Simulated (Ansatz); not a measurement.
# C₃H₉InO (SMILES CC[O][InH][CH3]): what the fields show

The calculation's input:

```
crystal:
  periodic: [false, false, false]
  atoms:
    - {symbol: C, position_ang: [0.437912, 1.587112, -1.046253]}
    - {symbol: C, position_ang: [-0.698293, 0.596886, -1.214491]}
    - {symbol: O, position_ang: [-1.483605, 0.487984, -0.063326]}
    - {symbol: In, position_ang: [-0.964301, -0.638516, 1.505756]}
    - {symbol: C, position_ang: [0.825561, -1.771918, 1.195212]}
    - {symbol: H, position_ang: [0.048035, 2.562541, -0.746607]}
    - {symbol: H, position_ang: [0.999691, 1.707874, -1.977190]}
    - {symbol: H, position_ang: [1.137198, 1.248388, -0.274091]}
    - {symbol: H, position_ang: [-1.346260, 0.929349, -2.037559]}
    - {symbol: H, position_ang: [-0.282114, -0.375455, -1.527943]}
    - {symbol: H, position_ang: [-2.107583, -0.447794, 2.759944]}
    - {symbol: H, position_ang: [1.022381, -1.866807, 0.126999]}
    - {symbol: H, position_ang: [0.743562, -2.764137, 1.639473]}
    - {symbol: H, position_ang: [1.667825, -1.255518, 1.660086]}
basis:
  gaussian: {orbitals: def2-TZVPP}
hamiltonian: {xc: pbe0, dispersion: d4}
output: {orbitals: {seedname: orbitals}}
```

Run with:

```sh
ansatz run in.yaml --threads 2 --pin off --events-out ev --progress --plain --max-ram 22528MiB --backend cuda --devices 0, --max-vram 18GiB
```

Geometry: PBE0-D4/def2-TZVP; core potentials replace the inner electrons of In.

These are results of RKS PBE0-D4/def2-TZVPP (Ansatz 0.2.0), not measurements.

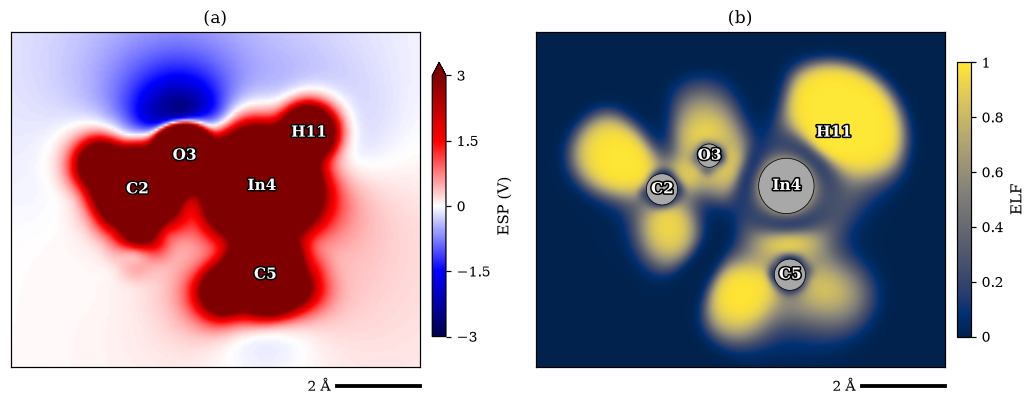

Figure 1. (a) electrostatic potential; (b) ELF on the plane of atoms O3, In4 and C5. Grey discs cover the atomic cores in the ELF map.

> What do the fields say about this system?

- The plane passes through C, O, In and H nuclei.
- C–O (1.40 Å): the ELF peaks at about 0.85 between the atoms (a shared but strongly polarised pair).
- In–O (2.00 Å): the ELF peaks at about 0.85 in the valence shell of O, 0.6 Å from its nucleus, and drops to about 0.15 between the two atoms.
- C–In (2.14 Å): the ELF peaks at about 0.90 in the valence shell of C, 0.7 Å from its nucleus, and drops to about 0.20 between the two atoms.
- In–H (1.71 Å): the ELF climbs to about 1 towards the hydrogen.
- The ELF also peaks beside O3, away from the bonds: lone-pair regions.
- Outside the dense part of the molecule the potential is most negative (−2.5 V) near O3.

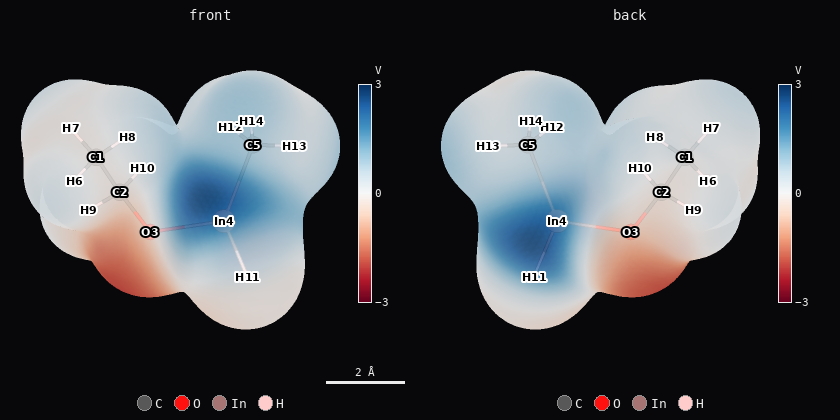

Figure 2. The electrostatic potential painted on the density surface at 0.002 e/bohr³, seen from the front and from behind; red is negative and blue positive.

> Which sites attract a positive test charge, and which a negative one?

A positive charge is drawn to the negative regions and a negative charge to the positive ones. The most negative region (about −1.9 V, or −44 kcal/mol for a unit charge) lies over O3, the most positive (about +2.7 V, or +62 kcal/mol for a unit charge) over In4. O3 is the likeliest acceptor of a hydrogen bond.

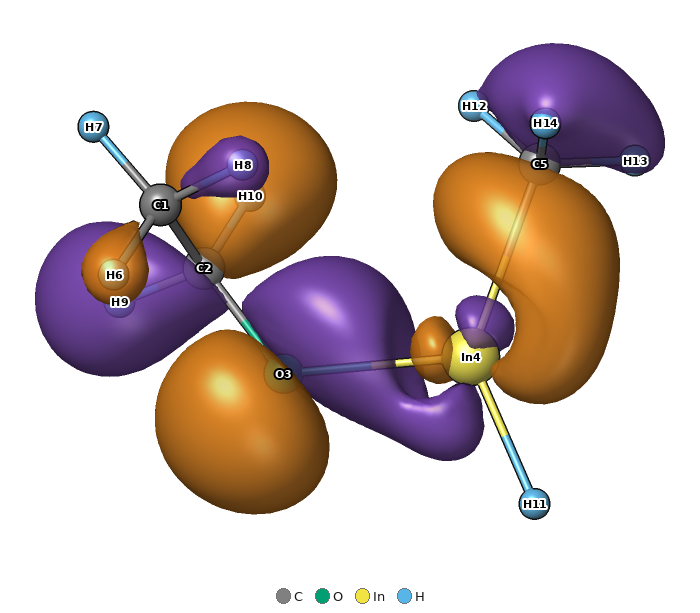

Figure 3. The HOMO at ±0.08 Å⁻³ᐟ² (orange and purple are the two phases), seen across its widest extent.

> Describe this orbital and give its energy.

By Hirshfeld shares it lies mainly on O3 (about 50 %), C2 (about 10 %), In4 (about 10 %), C5 (about 10 %) and H10 (about 5 %). Its energy is −7.14 eV.
